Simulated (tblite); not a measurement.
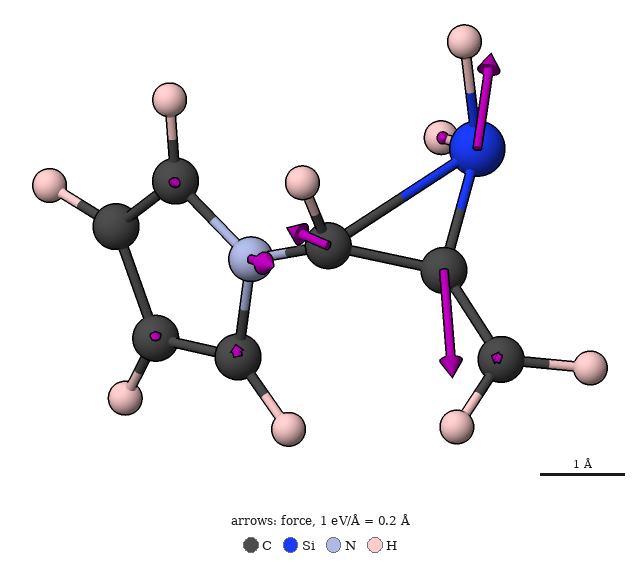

Starting geometry of C7H9NSi with the computed forces as purple arrows. Style: ball-and-stick. Shown at a tilt.

These are results of GFN2-xTB geometry optimisation, gas phase in tblite, not measurements. 

> What follows when this structure is relaxed?

It isn't relaxed: the largest force vector, on a C atom, is 7.18 eV/Å. The final displacements have little in common with the starting forces (cosine between the two patterns 0.08). Over 150 geometry steps the energy falls by 148.2 kJ/mol. The largest move after the best rigid fit is that of an H atom, 1.37 Å. Largest moves by element: H 1.37 Å, C 0.76 Å, N 0.27 Å, Si 0.20 Å. Among the contacts that change: C–Si 2.299 → 1.928 Å, C–Si 1.702 → 1.857 Å, C–C 1.411 → 1.508 Å, C–N 1.478 → 1.419 Å. Among the angles between lasting bonds that change: Si–C–C 94.7° → 69.0°, Si–C–N 103.6° → 124.9°, Si–C–H 97.6° → 116.8°.
